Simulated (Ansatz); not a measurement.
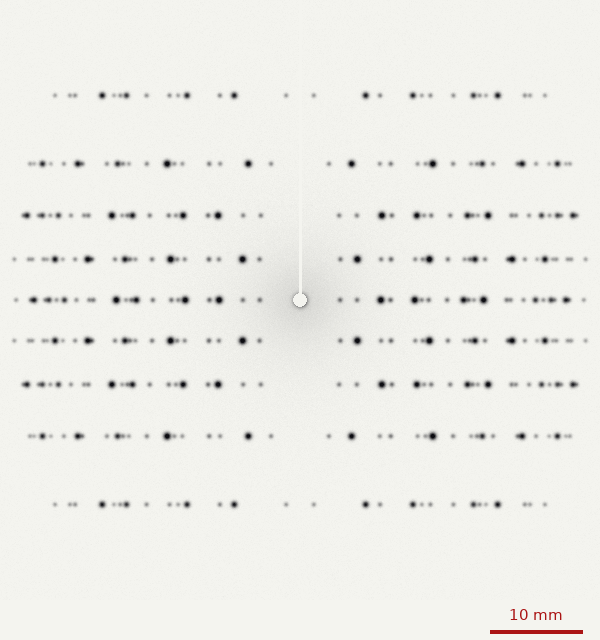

Simulated X-ray rotation photograph: Mo Kα radiation (λ = 0.7107 Å), cylindrical film of radius 28.65 mm unrolled, rotation axis vertical and normal to the beam, kinematic intensities without Lorentz or polarisation factors, the film spanning ±63° about the beam; spots down to d = 0.68 Å.

### Measure the layer lines and find the identity period along the axis.

The first layer line lies 4.5 mm from the equator, so tan ν = 0.156, sin ν = 0.154 and the period is λ/sin ν = 4.61 Å. Further lines follow at 9.3, 15.0, 22.5 mm.

The crystal is CoPb₃, space group Pm-3m (No. 221), a = 4.61 Å. Structure: coordinates from a relaxation with DFT PBEsol, scalar-relativistic, plane waves, PAW in Ansatz 0.2.0; the starting structure was generated, so it need not be a known form of this composition.

### About which axis was it rotated?

About [001] (or an equivalent direction), whose length in the conventional cell is 4.607 Å.
